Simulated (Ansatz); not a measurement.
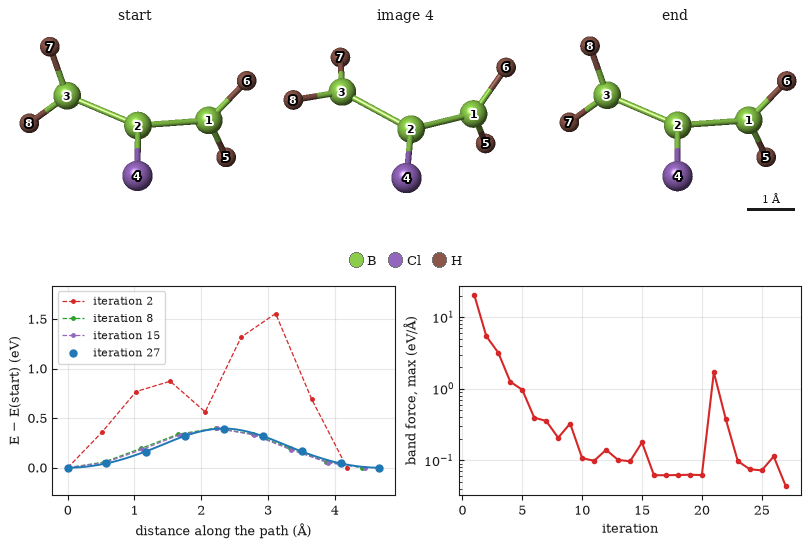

A nudged-elastic-band calculation for B$_{3}$H$_{4}$Cl. Images are numbered from 0 (start) to 8 (end). The plot follows the band through its iterations. Style: ball-and-stick. Shown from a free direction.

All numbers below come from RKS PBE/def2-SVP in Ansatz 0.2.0. Set-up: 7 movable images; climbing image from the first iteration; force threshold 0.05 eV/Å; iteration limit 60; optimiser L-BFGS; starting path through a guess of the saddle point.

**Judge this run.**

The run is converged, with reservations. The band converged in 27 iterations. The largest component of the band force went from 20 to 0.044 eV/Å. The climbing image converged on the top of the path. Its curvatures weren't checked. The first iteration put the highest image at 5.04 eV. The barrier is about 0.40 eV in both directions, with image 4 at the top; the ends have the same energy.
